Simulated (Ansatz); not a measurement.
**PH2 (SMILES [PH2]) at UPBE/3-21G**

Aim: the electronic atomisation energy of PH2 at UPBE/3-21G, from 3 runs. 

Program for the calculation: Ansatz 0.2.0.

39 further runs of the same task are left out: 39 set aside as unsound or not needed.

### Step 1. The structure to begin with

PH2: 3 atoms, total charge 0, spin state doublet. SMILES: `[PH2]`. Geometry: relaxed at PBE0-D4/def2-TZVP.

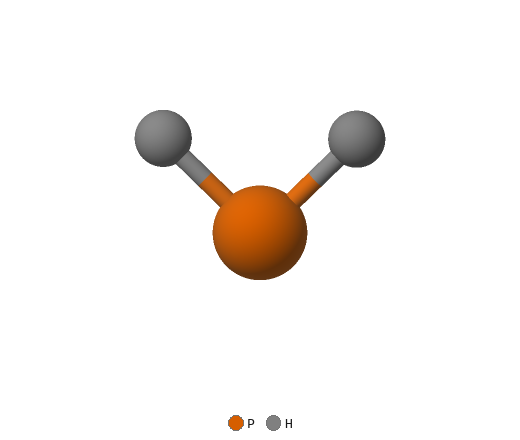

Viewed from a chosen angle; phosphorus orange, hydrogen grey.

### Step 2. The energy at UPBE/3-21G

Contents of in.yaml:

```yaml
basis:
  gaussian: {orbitals: 3-21G.json}
crystal:
  periodic: [false, false, false]
  atoms:
    - symbol: P
      position_ang: [0.525730, -0.309370, 0.258210]
    - symbol: H
      position_ang: [0.114640, 1.051490, 0.176750]
    - symbol: H
      position_ang: [-0.640370, -0.742120, -0.434970]
magnetization: {spin_polarized: true, initial_magnetization: 1}
hamiltonian: {xc: pbe}
accuracy: high
```

The basis set 3-21G is read from a file made from the Basis Set Exchange's data (not shown).

On the command line:

```bash
$ ansatz run in.yaml --threads 1 --pin off --max-ram 3480MiB --events-out events.jsonl --progress --plain --runs-dir runs
```

The program printed:

```text
Warning: RAYON_NUM_THREADS=1 ignored (pool sized by the plan → 1); use --threads N
Functional definition: PBE
  name "PBE"
  parameter kappa = 0.804
  parameter beta = 0.06672455060314922
  exchange = pbe_x(kappa = kappa, mu = beta*pi^2/3)
  correlation = pbe_c(beta = beta)
323 factors; integrals over basis functions are off by at most 2.1e-9 eV
mean field evaluation 1: about -9267.4069 eV, gradient 4.5e0 eV
mean field evaluation 2: about -9267.4761 eV, gradient 3.8e0 eV
mean field evaluation 4: about -9267.5728 eV, gradient 1.0e-1 eV
mean field evaluation 8: about -9267.5607 eV, gradient 2.2e-4 eV
mean field evaluation 16: about -9267.5607 eV, gradient 2.4e-8 eV
mean field -9267.56072749 eV, -340.5765749570 hartree, gradient 2.4e-8 eV, S^2 0.751732; 0 other end points of the search recorded, 0 dependent functions left out
reference -9267.56072920 eV, -340.5765750198 hartree; 9, 8 occupied and 8, 9 virtual orbitals, 323 factors
Total energy: -9267.56072920 eV, -340.5765750198 hartree
```

It took 0.81 s on 1 thread of Arm Neoverse V1, shared host; peak memory 0.095 GiB.

### Step 3. The H atom

Contents of run.yaml:

```yaml
crystal:
  periodic: [false, false, false]
  atoms:
    - {symbol: H, position_ang: [0.000000, 0.000000, 0.000000]}
basis:
  gaussian:
    orbitals: 3-21G.json
magnetization:
  spin_polarized: true
  initial_magnetization: 1
hamiltonian:
  xc: {name: PBE}
accuracy: high
```

The basis set 3-21G is read from a file made from the Basis Set Exchange's data (not shown).

Run the same way, it converges to -0.49439 Eh (log not shown).

### Step 4. The P atom

Contents of in.yaml:

```yaml
crystal:
  periodic: [false, false, false]
  atoms:
    - {symbol: P, position_ang: [0.000000, 0.000000, 0.000000]}
basis:
  gaussian: {orbitals: 3-21G.json}
magnetization: {spin_polarized: true, initial_magnetization: 3}
hamiltonian: {xc: pbe}
accuracy: high
```

The basis set 3-21G is read from a file made from the Basis Set Exchange's data (not shown).

On the command line:

```bash
$ ansatz run in.yaml --threads 1 --pin off --max-ram 3480MiB --events-out events.jsonl --progress --plain --runs-dir runs
```

The program printed (excerpt; [...] marks lines left out):

```text
Warning: RAYON_NUM_THREADS=1 ignored (pool sized by the plan → 1); use --threads N
[... 6 set-up lines as earlier in the session ...]
78 factors; integrals over basis functions are off by at most 2.3e-9 eV
mean field evaluation 1: about -9234.5564 eV, gradient 2.7e0 eV
mean field evaluation 2: about -9234.6034 eV, gradient 1.6e0 eV
mean field evaluation 4: about -9234.6203 eV, gradient 5.1e-2 eV
mean field evaluation 8: about -9234.6208 eV, gradient 8.4e-5 eV
mean field -9234.62075454 eV, -339.3660532787 hartree, gradient 2.4e-8 eV, S^2 3.750029; 0 other end points of the search recorded, 0 dependent functions left out
reference -9234.62075629 eV, -339.3660533428 hartree; 9, 6 occupied and 4, 7 virtual orbitals, 78 factors
Total energy: -9234.62075629 eV, -339.3660533428 hartree
```

Wall time 0.42 s (1 thread of Arm Neoverse V1, shared host).

### Step 5. Outcome

At UPBE/3-21G:

```
                     quantity          value
       molecule: total energy  -340.57658 Eh
               molecule: ⟨S²⟩          0.752
         H atom: total energy    -0.49439 Eh
                 H atom: ⟨S²⟩          0.750
         P atom: total energy  -339.36605 Eh
                 P atom: ⟨S²⟩          3.750
electronic atomisation energy       6.034 eV
```

In words: Taking the molecule apart into free atoms costs 6.03 eV (139 kcal/mol), before zero-point energy and without spin-orbit coupling. The basis has no polarisation functions, which makes bonds too weak.
